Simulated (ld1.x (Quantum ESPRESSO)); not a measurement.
# Co: generating and testing a TM potential

Task: generate the file, and judge it by its errors in other configurations, its logarithmic derivatives, its ghosts and its cutoff.

Method: ld1.x (Quantum ESPRESSO) 7.5, LDA (PZ), scalar-relativistic.

1 further run of the same task is left out (it didn't finish).

## Step 1: The atom and the settings

The settings as typed:

```json
{
  "element": "cobalt (Co, Z = 27)",
  "type": "norm-conserving Troullier–Martins (Kleinman–Bylander form)",
  "frozen core": "[Ne] 3s2",
  "valence charge": "15",
  "reference configuration": "3p6 3d7 4s2 4p0",
  "partial waves": "4s (bound): rc 1.90 bohr; 3p (bound): rc 1.20 bohr; 3d (bound): rc 1.70 bohr",
  "local potential": "all-electron potential smoothed inside 1.00 bohr (lloc = -1)",
  "core correction": "not asked for"
}
```

The nodes and maxima of the atom's own shells, from an earlier all-electron run, set the scale for the radii.

All-electron outer shells of the reference configuration (LDA (PZ), scalar-relativistic, ld1.x):

| shell | level (eV) | outermost node (bohr) | outermost maximum (bohr) |
| --- | --- | --- | --- |
| 2p | -769.46 | – | 0.17 |
| 3s | -101.87 | 0.31 | 0.67 |
| 3p | -65.51 | 0.28 | 0.68 |
| 3d | -8.46 | – | 0.66 |
| 4s | -5.68 | 0.96 | 2.29 |
| 4p | -1.39 | 1.05 | 3.21 |

## Step 2: Generating the potential

Contents of Co.in:

```
 &input
   title='Co', zed=27., rel=1, dft='PZ', iswitch=3,
   config='[Ar] 3d7 4s2 4p0',
   nld=3, rlderiv=2.05, eminld=-7.0, emaxld=5.0, deld=0.02
 /
 &inputp
   pseudotype=2, tm=.true., lloc=-1, rcloc=1.00,
   nlcc=.false.,
   file_pseudopw='Co.UPF', file_wfcaegen='ae.wfc', file_wfcncgen='nc.wfc', file_beta='beta', file_chi='chi'
 /
3
4S  1  0   2.00   0.00  1.90  1.90  0.0
3P  2  1   6.00   0.00  1.20  1.20  0.0
3D  3  2   7.00   0.00  1.70  1.70  0.0
 &test
   configts(1)='3p6 3d7 4s2 4p0'
 /
```

On the command line:

```
$ ld1.x < Co.in > Co.out
```

What the program wrote to Co.out (without the banner and most projector matrices):

```text
     Program LD1 v.7.5
     --------------------------- All-electron run ----------------------------

     Co
     scalar relativistic calculation

     atomic number is 27.00
     dft =PZ   lsd =0 sic =0 latt =0  beta=0.20 tr2=1.0E-14
     Exchange-correlation= PZ
                           (   1   1   0   0   0   0   0)
     mesh =1193 r(mesh) =  99.89935 a.u. xmin = -7.00 dx = 0.01250
     1 Ry =  13.60569312 eV, c = 137.03599908

     n l     nl                  e(Ry)          e(Ha)          e(eV)
     1 0     1S 1( 2.00)      -556.8808      -278.4404     -7576.7497
     2 0     2S 1( 2.00)       -65.9353       -32.9676      -897.0949
     2 1     2P 1( 6.00)       -56.5540       -28.2770      -769.4561
     3 0     3S 1( 2.00)        -7.4873        -3.7436      -101.8698
     3 1     3P 1( 6.00)        -4.8151        -2.4075       -65.5123
     3 2     3D 1( 7.00)        -0.6217        -0.3109        -8.4589
     4 0     4S 1( 2.00)        -0.4175        -0.2087        -5.6803
     4 1     4P 1( 0.00)        -0.1022        -0.0511        -1.3908

     final scf error:  4.4E-15 reached in  25 iterations

     Etot =   -2781.547307 Ry,   -1390.773653 Ha,  -37844.879062 eV

     Ekin =    2816.209536 Ry,    1408.104768 Ha,   38316.482721 eV
     Encl =   -6668.364810 Ry,   -3334.182405 Ha,  -90727.725233 eV
     Eh   =    1184.397073 Ry,     592.198537 Ha,   16114.543115 eV
     Exc  =    -113.789107 Ry,     -56.894553 Ha,   -1548.179664 eV

     normalization and overlap integrals

     s(1S/1S) =  1.000000  <r> =   0.0563  <r2> =    0.0043  r(max) =   0.0370
     s(2S/2S) =  1.000000  <r> =   0.2560  <r2> =    0.0774  r(max) =   0.2131
     s(2P/2P) =  1.000000  <r> =   0.2252  <r2> =    0.0623  r(max) =   0.1723
     s(3S/3S) =  1.000000  <r> =   0.7752  <r2> =    0.6947  r(max) =   0.6731
     s(3P/3P) =  1.000000  <r> =   0.8170  <r2> =    0.7891  r(max) =   0.6816
     s(3D/3D) =  1.000000  <r> =   1.0712  <r2> =    1.5565  r(max) =   0.6648
     s(4S/4S) =  1.000000  <r> =   2.8687  <r2> =    9.6029  r(max) =   2.2914
     s(4P/4P) =  1.000000  <r> =   4.2636  <r2> =   21.9500  r(max) =   3.2113

     ------------------------ End of All-electron run ------------------------

     --------------------- Generating NC pseudopotential ---------------------

      Generating local potential from pseudized AE potential:
      Matching radius rcloc =   1.0000

      Local pseudo, rcloc= 1.004 Estimated cut-off energy=    24.57 Ry

      Wfc   4S  rcut= 1.924  Using Troullier-Martins method

      Wfc   3P  rcut= 1.196  Using Troullier-Martins method

      Wfc   3D  rcut= 1.698  Using Troullier-Martins method

     ------------------- End of pseudopotential generation -------------------

     [... the all-electron block is printed once more ...]


     Computing logarithmic derivative in   2.06047
     Computing logarithmic derivative in   2.06047
     Computing the partial wave expansion
     R is outside the sphere for l=    0 j= 0.00
     R is outside the sphere for l=    1 j= 0.00
     R is outside the sphere for l=    2 j= 0.00

     ---------------------- Testing the pseudopotential ----------------------

     Co
     scalar relativistic calculation

     atomic number is 27.00   valence charge is 15.00
     dft =PZ   lsd =0 sic =0 latt =0  beta=0.20 tr2=1.0E-14
     mesh =1193 r(mesh) =  99.89935 xmin = -7.00 dx = 0.01250

     n l     nl             e AE (Ry)        e PS (Ry)    De AE-PS (Ry)
     2 1     3P   1( 6.00)       -4.81507       -4.81508        0.00002
     3 2     3D   1( 7.00)       -0.62172       -0.62172        0.00000
     1 0     4S   1( 2.00)       -0.41749       -0.41749        0.00000
     3 1     4P   1( 0.00)       -0.10222       -0.10196       -0.00026

     eps = 7.2E-15  iter = 14

     Etot =   -2781.547307 Ry,   -1390.773653 Ha,  -37844.879062 eV
     Etotps =  -207.916964 Ry,    -103.958482 Ha,   -2828.854408 eV

     Ekin =     130.340490 Ry,      65.170245 Ha,    1773.372713 eV
     Encl =    -481.704979 Ry,    -240.852490 Ha,   -6553.930122 eV
     Ehrt =     181.004482 Ry,      90.502241 Ha,    2462.691441 eV
     Ecxc =     -22.763561 Ry,     -11.381781 Ha,    -309.714032 eV
     Epseu=     -14.793396 Ry,      -7.396698 Ha,    -201.274408 eV

     ---------------------- End of pseudopotential test ----------------------
```

It took 1.8 s on 1 thread, shared host. (Generation and the later configuration tests together.)

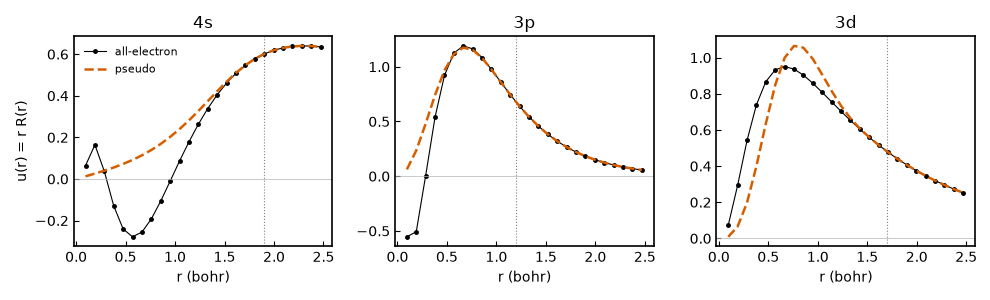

Bound waves of the atom and their pseudo partners (4s, 3p, 3d), with the matching radii dotted. The curves join 26 sampled radii, too few to resolve the innermost nodes.

## Step 3: Configuration tests

Contents of Co.test.in:

```
 &input
   title='Co', zed=27., rel=1, dft='PZ', iswitch=2,
   config='[Ar] 3d7 4s2 4p0'
 /
 &test
   file_pseudo='Co.UPF', nconf=10,
   configts(1)='3p6 3d7 4s2 4p0',
   configts(2)='3p6 3d7 4s1 4p0',
   configts(3)='3p6 3d7 4s0 4p0',
   configts(4)='3p6 3d6 4s0 4p0',
   configts(5)='3p6 3d7 4s1.5 4p0',
   configts(6)='3p6 3d7 4s0 4p1',
   configts(7)='3p6 3d7 4s1 4p1',
   configts(8)='3p6 3d6 4s2 4p1',
   configts(9)='3p6 3d7 4s2 4p0', lsdts(9)=1,
   configts(10)='3p6 3d7 4s1 4p0', lsdts(10)=1
 /
```

On the command line:

```
$ ld1.x < Co.test.in > Co.test.out
```

Co.test.out, the pseudopotential blocks:

```text
     ---------------------- Testing the pseudopotential ----------------------

     Co
     scalar relativistic calculation

     atomic number is 27.00   valence charge is 15.00
     dft =PZ   lsd =0 sic =0 latt =0  beta=0.20 tr2=1.0E-14
     mesh =1193 r(mesh) =  99.89935 xmin = -7.00 dx = 0.01250

     n l     nl             e AE (Ry)        e PS (Ry)    De AE-PS (Ry)
     2 1     3P   1( 6.00)       -4.81507       -4.81508        0.00002
     3 2     3D   1( 7.00)       -0.62172       -0.62172        0.00000
     1 0     4S   1( 2.00)       -0.41749       -0.41749        0.00000
     3 1     4P   1( 0.00)       -0.10222       -0.10196       -0.00026

     eps = 2.0E-15  iter =  8

     Etot =   -2781.547307 Ry,   -1390.773653 Ha,  -37844.879062 eV
     Etotps =  -207.916961 Ry,    -103.958480 Ha,   -2828.854361 eV

     Ekin =     130.340495 Ry,      65.170247 Ha,    1773.372774 eV
     Encl =    -481.704979 Ry,    -240.852490 Ha,   -6553.930122 eV
     Ehrt =     181.004482 Ry,      90.502241 Ha,    2462.691431 eV
     Ecxc =     -22.763561 Ry,     -11.381781 Ha,    -309.714032 eV
     Epseu=     -14.793396 Ry,      -7.396698 Ha,    -201.274412 eV

     ---------------------- End of pseudopotential test ----------------------

     ---------------------- Testing the pseudopotential ----------------------

     Co
     [...]
     n l     nl             e AE (Ry)        e PS (Ry)    De AE-PS (Ry)
     2 1     3P   1( 6.00)       -5.46999       -5.46423       -0.00576  !
     3 2     3D   1( 7.00)       -1.27044       -1.26858       -0.00186
     1 0     4S   1( 1.00)       -0.96136       -0.96170        0.00034
     3 1     4P   1( 0.00)       -0.56452       -0.56365       -0.00087

     eps = 9.8E-15  iter = 17

     Etot =   -2780.864088 Ry,   -1390.432044 Ha,  -37835.583398 eV
     Etotps =  -207.233565 Ry,    -103.616782 Ha,   -2819.556286 eV
     dEtot_ae =       0.683219 Ry
     dEtot_ps =       0.683396 Ry,   Delta E=      -0.000177 Ry

     [...]
     ---------------------- End of pseudopotential test ----------------------

     ---------------------- Testing the pseudopotential ----------------------

     Co
     [...]
     n l     nl             e AE (Ry)        e PS (Ry)    De AE-PS (Ry)
     2 1     3P   1( 6.00)       -6.22460       -6.21141       -0.01319  !
     3 2     3D   1( 7.00)       -2.01329       -2.00971       -0.00358
     1 0     4S   1( 0.00)       -1.55191       -1.55412        0.00221
     3 1     4P   1( 0.00)       -1.08071       -1.07947       -0.00124

     eps = 2.0E-15  iter =  7

     Etot =   -2779.608381 Ry,   -1389.804191 Ha,  -37818.498637 eV
     Etotps =  -205.976712 Ry,    -102.988356 Ha,   -2802.455927 eV
     dEtot_ae =       1.938925 Ry
     dEtot_ps =       1.940249 Ry,   Delta E=      -0.001324 Ry

     [...]
     ---------------------- End of pseudopotential test ----------------------

     ---------------------- Testing the pseudopotential ----------------------

     Co
     [...]
     n l     nl             e AE (Ry)        e PS (Ry)    De AE-PS (Ry)
     2 1     3P   1( 6.00)       -7.62118       -7.61495       -0.00623  !
     3 2     3D   1( 6.00)       -3.34237       -3.32938       -0.01298  !
     1 0     4S   1( 0.00)       -2.38572       -2.38779        0.00207
     3 1     4P   1( 0.00)       -1.81850       -1.81813       -0.00036

     eps = 9.2E-15  iter =  9

     Etot =   -2776.948577 Ry,   -1388.474288 Ha,  -37782.310154 eV
     Etotps =  -203.323808 Ry,    -101.661904 Ha,   -2766.361333 eV
     dEtot_ae =       4.598730 Ry
     dEtot_ps =       4.593153 Ry,   Delta E=       0.005577 Ry

     [...]
     ---------------------- End of pseudopotential test ----------------------

     ---------------------- Testing the pseudopotential ----------------------

     Co
     [...]
     n l     nl             e AE (Ry)        e PS (Ry)    De AE-PS (Ry)
     2 1     3P   1( 6.00)       -5.12800       -5.12541       -0.00258
     3 2     3D   1( 7.00)       -0.93217       -0.93131       -0.00086
     1 0     4S   1( 1.50)       -0.68022       -0.68030        0.00008
     3 1     4P   1( 0.00)       -0.32156       -0.32102       -0.00054

     eps = 4.1E-15  iter = 12

     Etot =   -2781.273791 Ry,   -1390.636895 Ha,  -37841.157688 eV
     Etotps =  -207.643400 Ry,    -103.821700 Ha,   -2825.132386 eV
     dEtot_ae =       0.273516 Ry
     dEtot_ps =       0.273560 Ry,   Delta E=      -0.000044 Ry

     [...]
     ---------------------- End of pseudopotential test ----------------------

     ---------------------- Testing the pseudopotential ----------------------

     Co
     [...]
     n l     nl             e AE (Ry)        e PS (Ry)    De AE-PS (Ry)
     2 1     3P   1( 6.00)       -5.58395       -5.57146       -0.01249  !
     3 2     3D   1( 7.00)       -1.37958       -1.37589       -0.00370
     1 0     4S   1( 0.00)       -1.03018       -1.03219        0.00201
     3 1     4P   1( 1.00)       -0.62456       -0.62424       -0.00033

     eps = 1.8E-15  iter = 10

     Etot =   -2780.463349 Ry,   -1390.231675 Ha,  -37830.131070 eV
     Etotps =  -206.831059 Ry,    -103.415530 Ha,   -2814.079922 eV
     dEtot_ae =       1.083957 Ry
     dEtot_ps =       1.085901 Ry,   Delta E=      -0.001944 Ry

     [...]
     ---------------------- End of pseudopotential test ----------------------

     ---------------------- Testing the pseudopotential ----------------------

     Co
     [...]
     n l     nl             e AE (Ry)        e PS (Ry)    De AE-PS (Ry)
     2 1     3P   1( 6.00)       -4.95061       -4.94481       -0.00580  !
     3 2     3D   1( 7.00)       -0.75319       -0.75133       -0.00186
     1 0     4S   1( 1.00)       -0.50259       -0.50335        0.00076
     3 1     4P   1( 1.00)       -0.16612       -0.16594       -0.00018

     eps = 4.4E-15  iter = 16

     Etot =   -2781.221798 Ry,   -1390.610899 Ha,  -37840.450296 eV
     Etotps =  -207.590853 Ry,    -103.795426 Ha,   -2824.417436 eV
     dEtot_ae =       0.325508 Ry
     dEtot_ps =       0.326108 Ry,   Delta E=      -0.000600 Ry

     [...]
     ---------------------- End of pseudopotential test ----------------------

     ---------------------- Testing the pseudopotential ----------------------

     Co
     [...]
     n l     nl             e AE (Ry)        e PS (Ry)    De AE-PS (Ry)
     2 1     3P   1( 6.00)       -5.38315       -5.39174        0.00859  !
     3 2     3D   1( 6.00)       -1.13265       -1.12658       -0.00607  !
     1 0     4S   1( 2.00)       -0.58557       -0.58317       -0.00240
     3 1     4P   1( 1.00)       -0.20249       -0.20286        0.00036

     eps = 7.4E-15  iter = 25

     Etot =   -2780.829068 Ry,   -1390.414534 Ha,  -37835.106923 eV
     Etotps =  -207.200641 Ry,    -103.600320 Ha,   -2819.108332 eV
     dEtot_ae =       0.718239 Ry
     dEtot_ps =       0.716320 Ry,   Delta E=       0.001919 Ry

     [...]
     ---------------------- End of pseudopotential test ----------------------

     ---------------------- Testing the pseudopotential ----------------------

     Co
     [...]
     n l     nl             e AE (Ry)        e PS (Ry)    De AE-PS (Ry)
     2 1     3P   1( 3.00)       -4.90545       -4.92280        0.01735  !
     3 2     3D   1( 5.00)       -0.70255       -0.71704        0.01449  !
     1 0     4S   1( 1.00)       -0.43478       -0.43437       -0.00041
     3 1     4P   1( 0.00)       -0.10884       -0.10840       -0.00044
     2 1     3P   2( 3.00)       -4.68386       -4.65679       -0.02706  !
     3 2     3D   2( 2.00)       -0.50839       -0.48808       -0.02031  !
     1 0     4S   2( 1.00)       -0.39725       -0.39780        0.00056
     3 1     4P   2( 0.00)       -0.09576       -0.09560       -0.00016

     eps = 8.7E-16  iter = 29

     Etot =   -2781.693060 Ry,   -1390.846530 Ha,  -37846.862142 eV
     Etotps =  -208.088626 Ry,    -104.044313 Ha,   -2831.189988 eV
     dEtot_ae =      -0.145754 Ry
     dEtot_ps =      -0.171665 Ry,   Delta E=       0.025912 Ry

     [...]
     ---------------------- End of pseudopotential test ----------------------

     ---------------------- Testing the pseudopotential ----------------------

     Co
     [...]
     n l     nl             e AE (Ry)        e PS (Ry)    De AE-PS (Ry)
     2 1     3P   1( 3.00)       -5.55500       -5.56463        0.00963  !
     3 2     3D   1( 5.00)       -1.35119       -1.36258        0.01139  !
     1 0     4S   1( 1.00)       -1.00512       -1.00505       -0.00007
     3 1     4P   1( 0.00)       -0.59654       -0.59525       -0.00129
     2 1     3P   2( 3.00)       -5.32779       -5.29574       -0.03205  !
     3 2     3D   2( 2.00)       -1.13658       -1.11327       -0.02331  !
     1 0     4S   2( 0.00)       -0.88212       -0.88240        0.00028
     3 1     4P   2( 0.00)       -0.50375       -0.50315       -0.00061

     eps = 8.7E-16  iter = 14

     Etot =   -2781.053616 Ry,   -1390.526808 Ha,  -37838.162057 eV
     Etotps =  -207.448805 Ry,    -103.724402 Ha,   -2822.484774 eV
     dEtot_ae =       0.493691 Ry
     dEtot_ps =       0.468156 Ry,   Delta E=       0.025535 Ry

     [...]
     ---------------------- End of pseudopotential test ----------------------
```

Excitation and ionisation energies from 3p6 3d7 4s2 4p0, with the error of the potential. Spin-polarised rows fill open shells by Hund's rule and count from the unpolarised reference.

| valence configuration | charge | ΔE all-electron (eV) | error AE − PS (meV) |
| --- | --- | --- | --- |
| 3p6 3d7 4s1 4p0 | +1 | 9.296 | -2.4 |
| 3p6 3d7 4s0 4p0 | +2 | 26.380 | -18 |
| 3p6 3d6 4s0 4p0 | +3 | 62.569 | +76 |
| 3p6 3d7 4s1.5 4p0 | +0.5 | 3.721 | -0.6 |
| 3p6 3d7 4s0 4p1 | +1 | 14.748 | -26 |
| 3p6 3d7 4s1 4p1 | 0 | 4.429 | -8.2 |
| 3p6 3d6 4s2 4p1 | 0 | 9.772 | +26 |
| 3p6 3d7 4s2 4p0 (spin-polarised) | 0 | -1.983 | +353 |
| 3p6 3d7 4s1 4p0 (spin-polarised) | +1 | 6.717 | +347 |

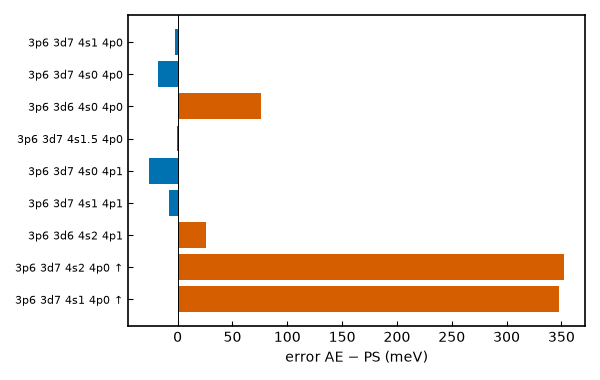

Error of the potential in each test configuration; ↑ marks spin-polarised tests.

## Step 4: Logarithmic derivatives

Taken from the files of the generation run. The phase is arctan(r·u′/u) with u = r·R, unwrapped, with energies in Ry. A pole is an energy at which the radial function vanishes at the test radius. The pseudo phase is shifted by a multiple of π to meet the all-electron one at the reference energy. Levels narrower than the energy grid can be missing from the poles. The last column is the largest difference on the grid between −1 and +1 Ry.

| channel | radius (bohr) | reference (Ry) | poles AE | poles PS | window around the reference with phases within 0.05 rad (Ry) | largest difference near zero (rad) |
| --- | --- | --- | --- | --- | --- | --- |
| s | 2.06 | -0.42 | 3.88 | 3.11 | below 2.9 | 0.022 |
| p | 2.06 | -4.82 | -4.74 | -4.74 | the whole range | 0.006 |
| d | 2.06 | -0.62 | -0.31 | -0.30 | below 1.9 | 0.011 |

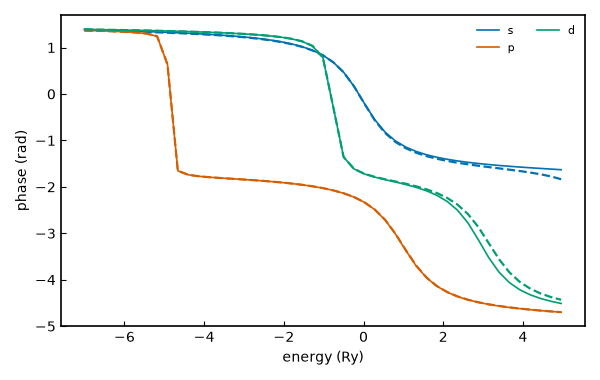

Phases by channel: all-electron solid, pseudo dashed.

## Step 5: Cutoff and ghost test in a Bessel basis

A separate test, outside the generator: the pseudo-atom's Hamiltonian at the reference potential is diagonalised in spherical Bessel functions j_l(qr) that vanish at 20 bohr, with q² up to the cutoff.

All-electron valence levels (Ry): 4s -0.4175, 3p -4.8151, 4p -0.1022, 3d -0.6217. The lowest levels of each channel (Ry) by cutoff; the last column sums, over occupied levels, occupation times the distance from the level at 400 Ry. A positive value at high cutoff is not a bound level.

```
cutoff (Ry)      s #1     s #2     p #1     p #2     d #1    f #1  Σ f·Δε (mRy)
          8   -0.5025  -0.4037  -1.5185  -0.0090   0.0620  0.1135       24593.2
         15   -4.5754  -0.4141  -2.9076  -0.0446   0.0614  0.1135       16233.7
         21   -7.4214  -0.4168  -3.6036  -0.0633   0.0604  0.1135       12045.5
         35   -9.6815  -0.4174  -4.5402  -0.0919   0.0287  0.1135        6202.3
         45  -10.2325  -0.4174  -4.7293  -0.0986  -0.2327  0.1135        3237.6
         60  -10.5624  -0.4175  -4.8014  -0.1014  -0.5371  0.1135         674.6
         80  -10.6684  -0.4175  -4.8144  -0.1019  -0.6138  0.1135          60.0
        100  -10.6927  -0.4175  -4.8146  -0.1019  -0.6213  0.1135           6.3
        110  -10.6954  -0.4175  -4.8147  -0.1019  -0.6214  0.1135           4.7
        140  -10.6976  -0.4175  -4.8150  -0.1019  -0.6215  0.1135           2.3
        160  -10.6978  -0.4175  -4.8151  -0.1019  -0.6216  0.1135           0.9
        200  -10.6978  -0.4175  -4.8151  -0.1019  -0.6217  0.1135           0.0
        400  -10.6978  -0.4175  -4.8151  -0.1019  -0.6217  0.1135           0.0
```

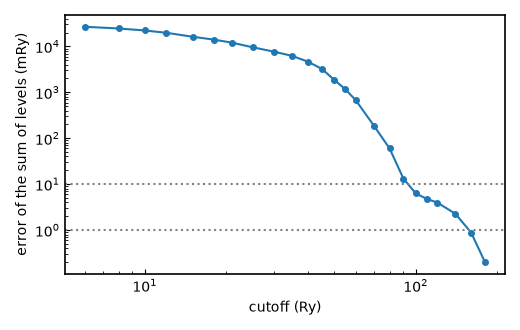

Occupation-weighted error of the valence levels against the cutoff; the dotted lines mark 10 and 1 mRy.

The sum stays within 10 mRy from 100 Ry and within 1 mRy from 160 Ry. The sum leaves out empty levels, which can need more. Ghost test: ghost state, bound below the all-electron valence or empty levels of the same l: s at -145.6 eV.

## Step 6: What came out

| quantity | value |
| --- | --- |
| cutoffs for 10 and 1 mRy, occupied levels | 100 Ry and 160 Ry |
| bound ghosts | s at -145.55 eV |
| largest test error (AE − PS), unpolarised tests | +76 meV, for 3p6 3d6 4s0 4p0 |
| largest phase difference near zero energy, channels read | 0.022 rad |

It has a bound ghost (s), a state that the atom doesn't have, and that rules the file out. The worst unpolarised test, 3p6 3d6 4s0 4p0, is off by 76 meV on 62.6 eV; by total energies transferability rates as fair. That test lies far up in energy; among those under 40 eV, nearer to bonding, the largest error is 26 meV. The spin-polarised tests miss by far more, up to 353 meV (3p6 3d7 4s2 4p0). By its cutoff, 100 Ry for the looser tolerance, it is hard. The slowest occupied level is 3d: taken alone it needs 100 Ry to come within 1 mRy, against 80 Ry for 3p. Near zero energy the phases of the channels with partial waves agree within 0.022 rad. All of this concerns the isolated atom, not yet a solid.
